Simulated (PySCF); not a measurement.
```yaml
atoms:
  - { symbol: C, position_ang: [2.9553, 0.2907, -1.1491] }
  - { symbol: C, position_ang: [2.7060, -0.3247, -0.0002] }
  - { symbol: B, position_ang: [1.3520, -1.0230, 0.3678] }
  - { symbol: P, position_ang: [0.6234, 3.0232, -0.3992] }
  - { symbol: N, position_ang: [0.1779, -0.3798, 0.0430] }
  - { symbol: C, position_ang: [-1.2235, -0.7175, 0.2318] }
  - { symbol: C, position_ang: [-1.3977, -2.1341, 0.7761] }
  - { symbol: C, position_ang: [-1.8352, 0.2910, 1.2141] }
  - { symbol: C, position_ang: [-1.9310, -0.5990, -1.1250] }
  - { symbol: H, position_ang: [3.9140, 0.7232, -1.4016] }
  - { symbol: H, position_ang: [2.2053, 0.3541, -1.9250] }
  - { symbol: H, position_ang: [3.5175, -0.3857, 0.7189] }
  - { symbol: H, position_ang: [1.3631, -2.0642, 0.9044] }
  - { symbol: H, position_ang: [1.8019, 2.7931, -1.0883] }
  - { symbol: H, position_ang: [0.8662, 4.3901, -0.3145] }
  - { symbol: H, position_ang: [1.2257, 2.7706, 0.8253] }
  - { symbol: H, position_ang: [0.2502, 0.5383, -0.3844] }
  - { symbol: H, position_ang: [-0.9942, -2.8626, 0.0776] }
  - { symbol: H, position_ang: [-2.4552, -2.3399, 0.9241] }
  - { symbol: H, position_ang: [-0.8874, -2.2391, 1.7290] }
  - { symbol: H, position_ang: [-1.3027, 0.2585, 2.1618] }
  - { symbol: H, position_ang: [-2.8839, 0.0661, 1.3933] }
  - { symbol: H, position_ang: [-1.7568, 1.3011, 0.8145] }
  - { symbol: H, position_ang: [-1.8456, 0.4168, -1.5082] }
  - { symbol: H, position_ang: [-2.9858, -0.8447, -1.0291] }
  - { symbol: H, position_ang: [-1.4808, -1.2798, -1.8440] }
```

Geometry: GFN2-xTB; at this geometry the atoms fall into two loosely joined parts.

The calculation used PySCF, PBE0/pcSseg-1, SCF density, gas phase, non-relativistic.

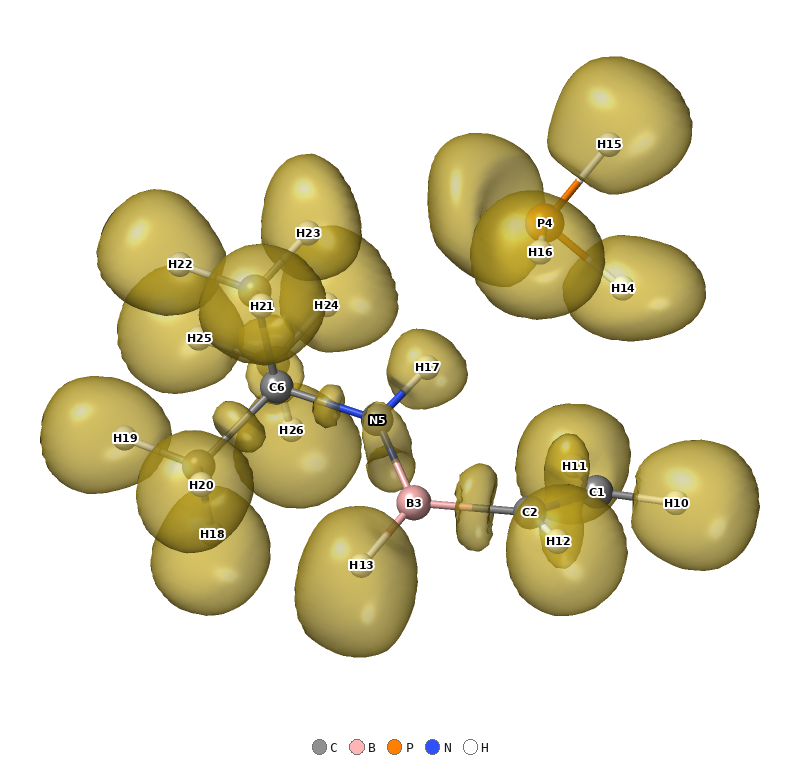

C6H17BNP. Isosurface of the electron localisation function at 0.85 (yellow), seen at a tilt. Only the valence region is drawn (cores and ρ < 0.01 e/Å³ removed).

Describe the localisation domains.

The ELF exceeds this value in one region between bonded B–C atoms (shared pairs), one region between bonded B–N atoms (shared pairs), four regions between bonded C–C atoms (shared pairs), one region between bonded C–N atoms (shared pairs), 17 regions around hydrogen nuclei and one lobe on P, pointing away from the bonds (lone pairs).

Values along the shortest contacts:
C–C (1.33 Å): the ELF peaks at about 0.90 between the atoms; a short, multiple covalent bond. B–N (1.38 Å): the ELF peaks at about 0.90 between the atoms (a polar covalent bond).
